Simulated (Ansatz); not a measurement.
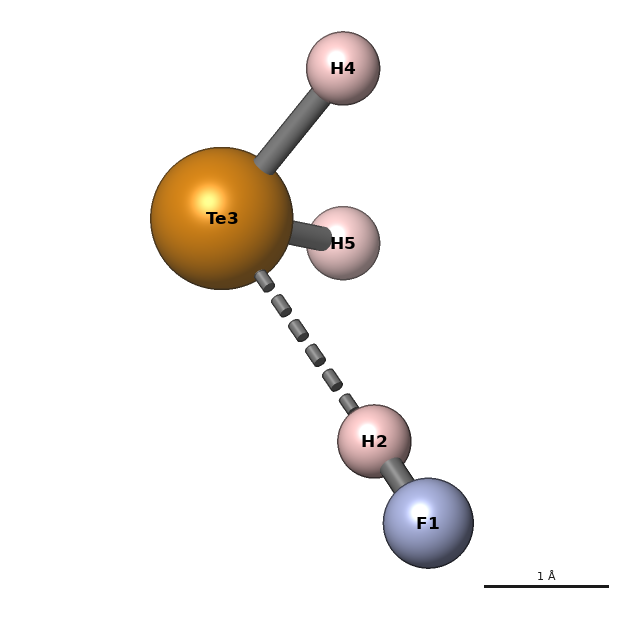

Two molecules or ions; the broken line marks their closest contact (measured against van der Waals radii). The geometry was computed by an optimisation with PBE0-D4/def2-TZVP. Program: Ansatz 0.2.0.

### Which two species are they?

HF and H2Te (`F.[TeH2]`).

### How long is the contact?

H2···Te3 is 2.57 Å.

Give the counterpoise-corrected interaction energy (kJ/mol, monomers kept as in the pair) with CCSD(T)/CBS (MP2 limit from def2-TZVPPD and def2-QZVPPD plus CCSD(T) − MP2); BLYP-D4/def2-TZVPPD; B3LYP-D4/def2-TZVPPD; PBE-D4/def2-TZVPPD; RHF-CCSD(T) (frozen core)/def2-TZVPPD; ωB97M-V/def2-SVP.

| level | interaction energy (kJ/mol) |
| --- | --- |
| CCSD(T)/CBS (MP2 limit from def2-TZVPPD and def2-QZVPPD plus CCSD(T) − MP2) | −17.3 |
| BLYP-D4/def2-TZVPPD | −21.8 |
| B3LYP-D4/def2-TZVPPD | −21.2 |
| PBE-D4/def2-TZVPPD | −25.1 |
| RHF-CCSD(T) (frozen core)/def2-TZVPPD | −15.5 |
| ωB97M-V/def2-SVP | −16.5 |
